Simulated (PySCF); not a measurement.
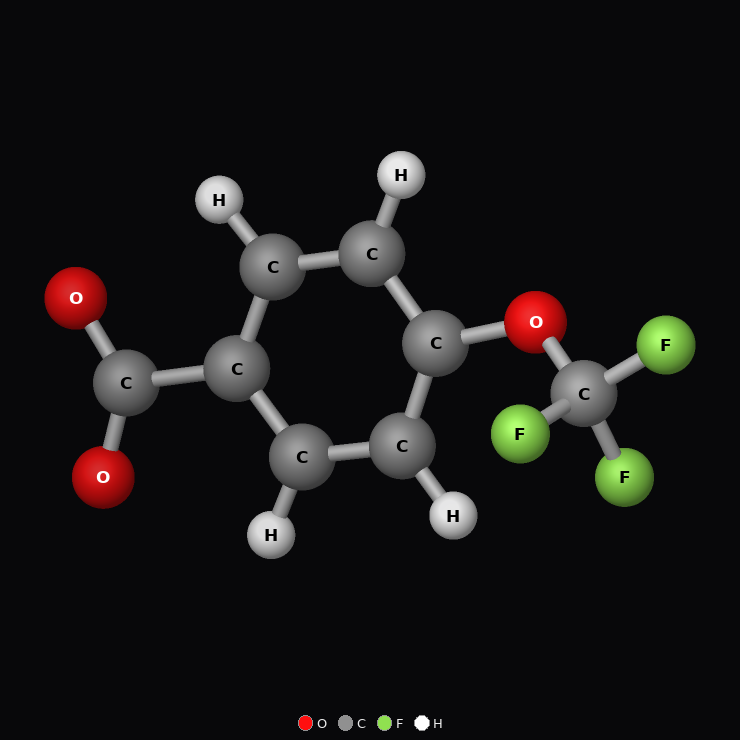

The picture shows a molecular structure as a ball-and-stick model.

The species has charge −1 and is a spin singlet.

Describe the molecule.

The species is C₈H₄F₃O₃⁻. SMILES: `O=C([O-])c1ccc(OC(F)(F)F)cc1`. Independent rings (smallest set): 1 of 6 members, 1 of them aromatic. Among its groups: ether, C–F bond. This geometry has C1 symmetry. Coordination: 7 C trigonal planar; 1 O bent; 1 C tetrahedral.

More results for the same structure follow; atom numbers are the same in all pictures, views and colours differ. The geometry was computed by an optimisation with PBE0-D3(BJ)/def2-SVP. No frequency run is at hand to confirm it as a minimum.

**NMR shielding**

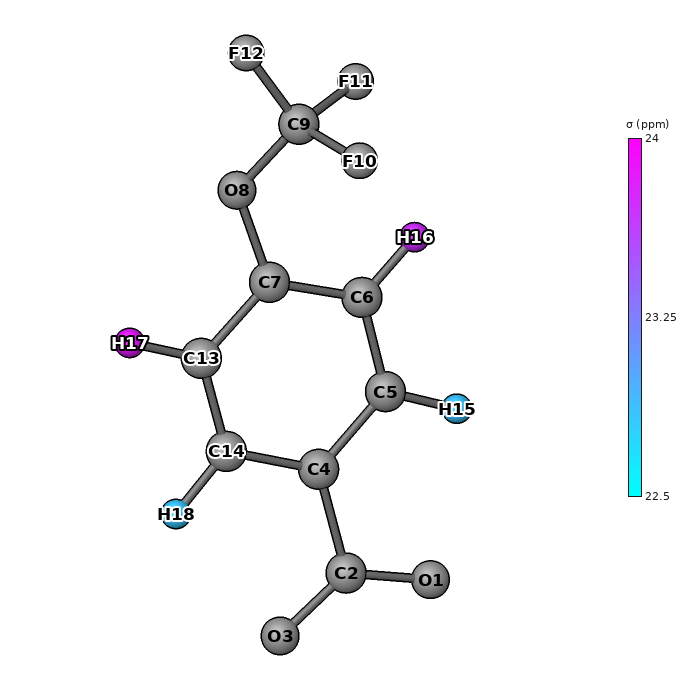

Atoms are coloured by their isotropic NMR shieldings (H only, the others grey). No frequency run is at hand to confirm it as a minimum. Method: GIAO PBE0/pcSseg-1 NMR shielding, non-relativistic, IEF-PCM acetonitrile (PySCF 2.14.0).

List the isotropic NMR shieldings of the H atoms.

| atom | σ (ppm) |
| --- | --- |
| H15 | 22.86 |
| H16 | 23.73 |
| H17 | 23.85 |
| H18 | 22.84 |

**Quadrupole coupling**

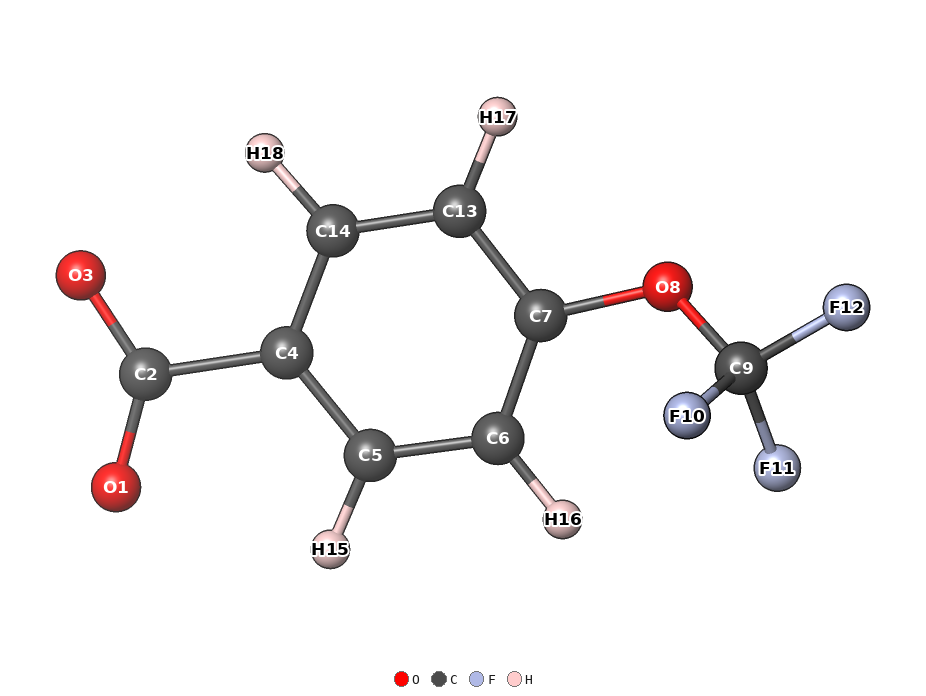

No frequency run is at hand to confirm it as a minimum. Electric field gradients from the ground-state density, PBE0/pcSseg-1 in acetone (IEF-PCM) (PySCF 2.14.0), non-relativistic apart from any core potentials.

Give the largest field-gradient component, the quadrupole coupling constant and the asymmetry for 17O at O1 (Q = −25.6 mb), 17O at O3 (Q = −25.6 mb), 17O at O8 (Q = −25.6 mb).

| atom | V_zz (a.u.) | e²qQ/h (MHz) | η |
| --- | --- | --- | --- |
| O1 | −1.383 | 8.32 | 0.41 |
| O3 | −1.384 | 8.32 | 0.41 |
| O8 | 1.971 | −11.85 | 0.69 |

**Bond orders**

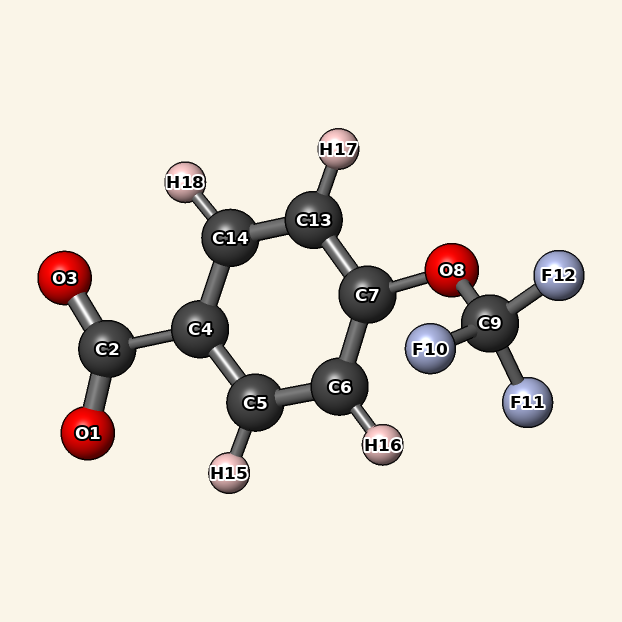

The thickness of each stick grows with its Mayer bond order. No frequency run is at hand to confirm it as a minimum. Computed with PBE0/pcSseg-1 in acetone (IEF-PCM) (PySCF 2.14.0).

List the Mayer bond orders of O1–C2, C2–O3, C2–C4, C4–C5, C4–C14, C5–C6, C6–C7, C7–O8, C7–C13, O8–C9, C9–F10, C9–F11, C9–F12, C13–C14 (bonds between heavy atoms, one of each equivalent set).

| bond | Mayer order | length (Å) |
| --- | --- | --- |
| O1–C2 | 1.76 | 1.244 |
| C2–O3 | 1.76 | 1.244 |
| C2–C4 | 0.84 | 1.552 |
| C4–C5 | 1.40 | 1.395 |
| C4–C14 | 1.39 | 1.396 |
| C5–C6 | 1.41 | 1.395 |
| C6–C7 | 1.39 | 1.393 |
| C7–O8 | 0.84 | 1.404 |
| C7–C13 | 1.42 | 1.392 |
| O8–C9 | 1.10 | 1.326 |
| C9–F10 | 1.01 | 1.334 |
| C9–F11 | 0.99 | 1.344 |
| C9–F12 | 1.05 | 1.331 |
| C13–C14 | 1.42 | 1.393 |

**Charges**

The questions are on Mulliken charges. No frequency run is at hand to confirm it as a minimum. Level of theory: PBE0/pcSseg-1 in acetone (IEF-PCM) (PySCF 2.14.0).

> Which atom carries the highest charge (most positive or least negative)?

C9 (0.96 e).

> And the lowest?

O1, O3 (−0.59 e).

Give the Mulliken charges atom by atom.

```tsv
atom	value (e)
O1	−0.59
C2	0.54
O3	−0.59
C4	−0.44
C5	0.00
C6	−0.06
C7	0.14
O8	−0.49
C9	0.96
F10	−0.27
F11	−0.27
F12	−0.25
C13	−0.07
C14	0.00
H15	0.08
H16	0.13
H17	0.12
H18	0.08
```

Mulliken values depend strongly on the basis set and can even reverse the polarity of a bond.
